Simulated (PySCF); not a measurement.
# U-r2SCAN/def2-TZVP run of C2H7BN (SMILES CB(C)[NH])

Aim: the vertical ionisation energy of C2H7BN at U-r2SCAN/def2-TZVP, from 2 runs. 

Program for the calculation: PySCF 2.14.0.

## Step 1: The structure to begin with

C2H7BN: 11 atoms, total charge 0, spin state doublet. As SMILES, `CB(C)[NH]`. The shape is that of a GFN2-xTB optimisation.

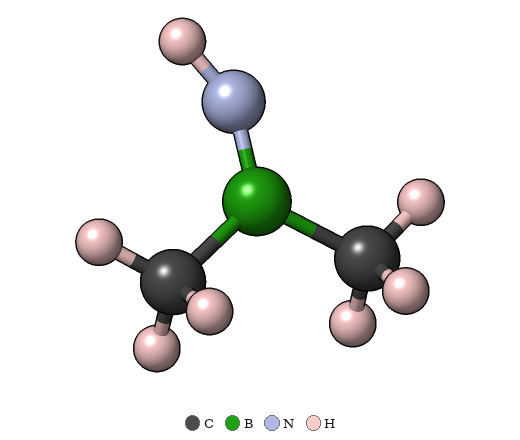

The structure, seen from a chosen angle (carbon dark grey, boron green, nitrogen light blue, hydrogen pink).

## Step 2: The energy at U-r2SCAN/def2-TZVP

File calc.py:

```python
from pyscf import gto, dft

system = gto.Mole()
system.atom = '''
C     -0.554350     1.162510    -0.504900
B     -0.125600    -0.390830    -0.203380
C      0.912590    -0.529840     1.019240
N     -0.599970    -1.385580    -0.906680
H     -1.263320     1.229210    -1.321470
H     -0.997970     1.580270     0.391940
H      0.337960     1.724890    -0.756540
H      0.471470    -0.147890     1.935140
H      1.184510    -1.568390     1.172320
H      1.815070     0.040070     0.819300
H     -1.180390    -1.714430    -1.644960
'''
system.basis = 'def2-tzvp'
system.charge = 0
system.verbose = 3
system.max_memory = 1860
system.spin = 1
system.build()

mf = dft.UKS(system, xc='r2scan')
mf.grids.level = 2
mf.conv_tol = 1e-10
mf.kernel()
if not mf.converged:
    mf = mf.newton().run(mf.mo_coeff, mf.mo_occ)

energy = mf.e_tot
print('E = %.10f Eh' % energy)
```

The run is started by

```bash
$ OMP_NUM_THREADS=1 python calc.py
```

The log of the run:

```text
WARN: HOMO -0.286980037226401 >= LUMO -0.286980037226403

converged SCF energy = -159.963950998373  <S^2> = 0.75808685  2S+1 = 2.0080706
E = -159.9639509984 Eh
```

Wall time 81 s (1 thread of Arm Neoverse V1, shared host); peak memory 1.4 GiB.

## Step 3: The singlet cation, same level

File run.py:

```python
from pyscf import gto, dft

mol = gto.Mole()
mol.atom = '''
C     -0.554350     1.162510    -0.504900
B     -0.125600    -0.390830    -0.203380
C      0.912590    -0.529840     1.019240
N     -0.599970    -1.385580    -0.906680
H     -1.263320     1.229210    -1.321470
H     -0.997970     1.580270     0.391940
H      0.337960     1.724890    -0.756540
H      0.471470    -0.147890     1.935140
H      1.184510    -1.568390     1.172320
H      1.815070     0.040070     0.819300
H     -1.180390    -1.714430    -1.644960
'''
mol.verbose = 3
mol.basis = 'def2-tzvp'
mol.charge = 1
mol.max_memory = 1860
mol.build()

calc0 = dft.RKS(mol)
calc0.xc = 'r2scan'
calc0.conv_tol = 1e-10
calc0.grids.level = 2
calc0.kernel()
if not calc0.converged:
    calc0 = calc0.newton().run(calc0.mo_coeff, calc0.mo_occ)

energy = calc0.e_tot
print('E(%s) = %.9f' % ('R2SCAN', energy))
```

The run is started by

```bash
$ OMP_NUM_THREADS=1 python run.py
```

The log of the run:

```text
converged SCF energy = -159.615420756141
E(R2SCAN) = -159.615420756
```

Wall time 40 s (1 thread of Arm Neoverse V1, shared host); peak memory 1.4 GiB.

## Step 4: What came out

Level: U-r2SCAN/def2-TZVP.

```
                                          quantity          value
                      doublet C2H7BN: total energy  -159.96395 Eh
                     doublet C2H7BN: dipole moment         0.85 D
doublet C2H7BN: HOMO energy (highest over α and β)       -6.31 eV
 doublet C2H7BN: LUMO energy (lowest over α and β)       -3.89 eV
                              doublet C2H7BN: ⟨S²⟩          0.758
                      singlet cation: total energy  -159.61542 Eh
                       singlet cation: HOMO energy      -14.03 eV
                       singlet cation: LUMO energy      -12.41 eV
                     singlet cation: HOMO–LUMO gap        1.62 eV
vertical ionisation energy (to the singlet cation)       9.484 eV
```

What this shows: Removing an electron at fixed nuclei costs 9.48 eV (219 kcal/mol). Only the singlet of the ionised species was computed; a triplet could lie lower. Mulliken charges (doublet C2H7BN) run from -0.42 on C3 to +0.25 on H11.
